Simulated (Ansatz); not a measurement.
Relaxed CdS (zinc blende):

```xyz
4
Lattice="0.0000 5.9271 5.9271 2.9635 2.9635 5.9271 2.9635 2.9635 0.0000" Properties=species:S:1:pos:R:3 pbc="T T T"
S      4.4453     4.4453     4.4453
S      4.4453     7.4089     7.4089
Cd     0.0000     0.0000     0.0000
Cd     2.9635     5.9271     2.9635
```

A phonon eigenvector at X = (0.5, 0.5, 0.0) is frozen into this cell: atom i moves by Q times the vector below, so Q is the largest atomic displacement, in Å. The cell is held. It is one choice among 2 degenerate patterns. (q is in reciprocal vectors of the primitive cell; the cell shown is doubled to hold the pattern.)

```json
[
 {"atom": "S1", "x": "-0.650", "y": "0.000", "z": "0.000"},
 {"atom": "S2", "x": "0.650", "y": "0.000", "z": "0.000"},
 {"atom": "Cd3", "x": "0.000", "y": "-1.000", "z": "0.000"},
 {"atom": "Cd4", "x": "0.000", "y": "1.000", "z": "0.000"}
]
```

These are PBE (plane waves to 420 eV, PAW, scalar-relativistic; Ansatz, a program for electronic structure) values and carry that method's errors. k mesh 10×10×10 (Γ-centred), Fermi-Dirac smearing 0.05 eV. The energy includes the smearing's −TS. CdS was relaxed with its symmetry unable to fall. The PAW data are Ansatz's earlier set. The zero of ΔE is the undisplaced structure.

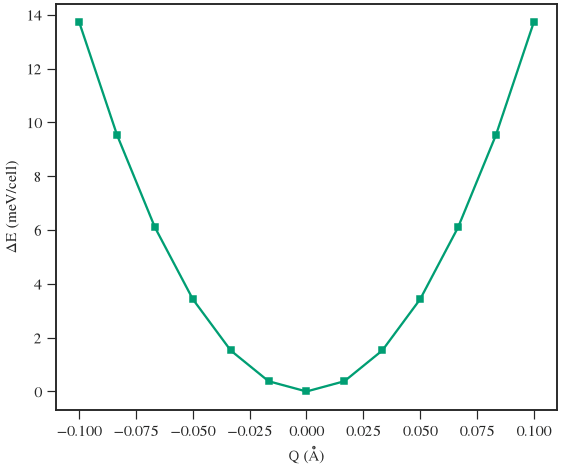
*ΔE (meV/cell) against Q (Å); computed points joined by lines.*

The energy at Q = 0.100 Å comes out as 13.7 meV/cell. Shape of the curve: a single well with its minimum at or next to zero displacement. Wavenumber by perturbation theory (DFPT, on another k mesh): 54 cm⁻¹. Space group of the distorted cell: C222_1 (No. 20), lowered from F-43m. Harmonic wavenumber from the curvature (finite differences): 54 cm⁻¹.

E″ = 2.74 eV/Å², M = Σ mᵢ|uᵢ|² = 251.9 u, ν̃ = 521.5·√(|E″|/M).

(A displaced cell: forces are minus the slopes of the energy, force constants its curvatures, and phonons follow from these.)
